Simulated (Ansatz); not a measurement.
**H$_{2}$OS···HS$_{2}$ (charge −1): density, localisation and related maps**

```yaml
atoms:
  - { symbol: O, position_ang: [1.4824, 1.9576, -0.6779] }
  - { symbol: S, position_ang: [-1.3457, 0.3103, 1.0130] }
  - { symbol: S, position_ang: [1.5556, 0.5272, -1.5656] }
  - { symbol: S, position_ang: [0.3432, 1.1469, 1.9868] }
  - { symbol: H, position_ang: [1.1748, 1.6960, 0.2878] }
  - { symbol: H, position_ang: [0.2131, 0.2213, -1.5936] }
  - { symbol: H, position_ang: [-0.9100, -0.9768, 0.8173] }
```

Geometry: PBE-D3(BJ)/def2-SVPD.

These are results of isolated molecule in a Gaussian basis; Kohn-Sham density functional theory, functional PBE0 in Ansatz 0.2.0, not measurements.

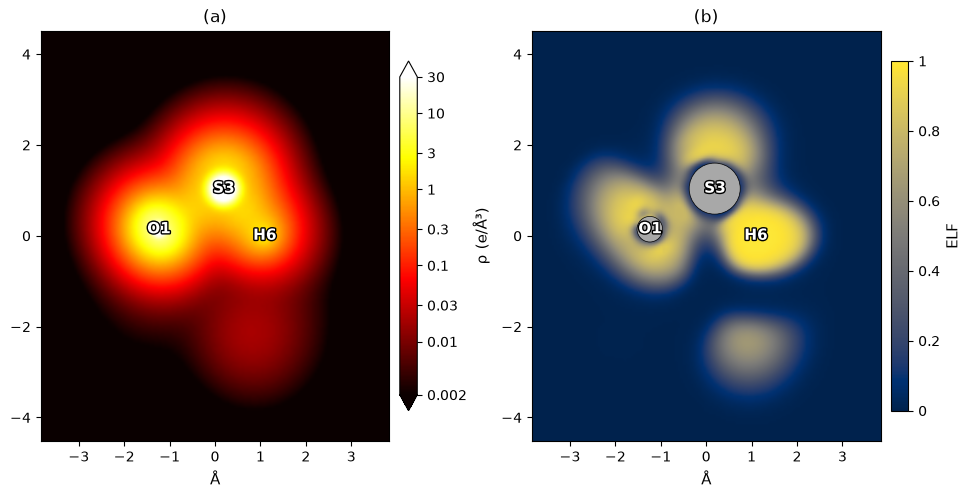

Figure 1. (a) electron density; (b) electron localisation function on the plane of atoms O1, S3 and H6. Grey discs cover the atomic cores in the ELF map.

Q: Describe what can be read from this map.

A: The section cuts through O, S and H sites.
S–O (1.69 Å): ρ is about 1.4 e/Å³ halfway; the ELF peaks at about 0.80 between the atoms (a polar covalent bond).
S–H (1.38 Å): ρ is about 1.5 e/Å³ halfway; the ELF climbs to about 1 towards the hydrogen, as it does in any bond to H.
The ELF also peaks beside O1 and S3, away from the bonds: lone-pair regions.

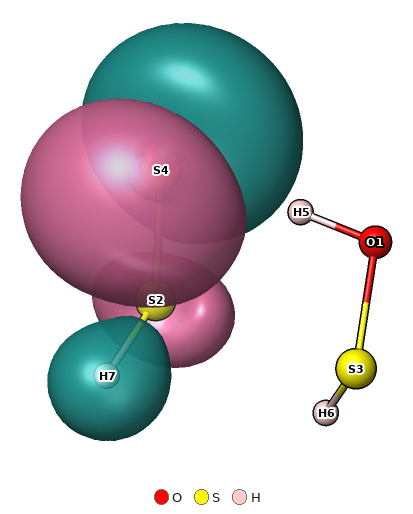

Figure 2. The HOMO−1 at ±0.08 Å⁻³ᐟ² (teal and pink are the two phases), seen at a tilt.

Q: Describe this orbital and give its energy.

A: Its weight (Hirshfeld) is mainly on S4 (about 85 %) and S2 (about 10 %); largely a lone pair of S4. Its energy is −1.67 eV.

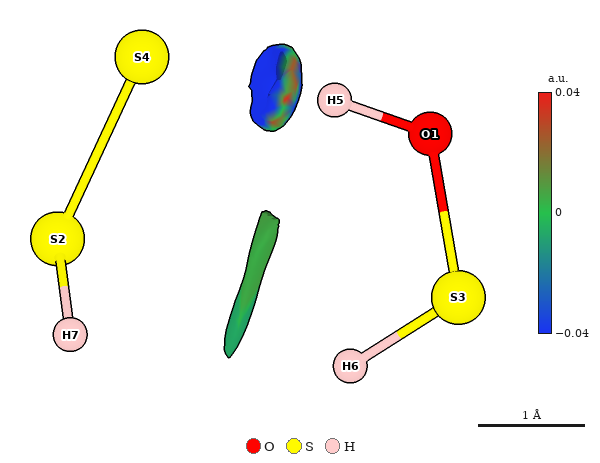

Figure 3. Non-covalent interaction (NCI) plot: the surface where the reduced density gradient is 0.5, for densities under 0.05 a.u., coloured by sign(λ₂)ρ; seen across its widest extent.

Q: What holds or crowds the atoms apart from the covalent bonds?

A: H5···S4 (2.0 Å): a hydrogen bond (blue, attractive); between H6 on one side and S2 on the other: a weak contact (green).
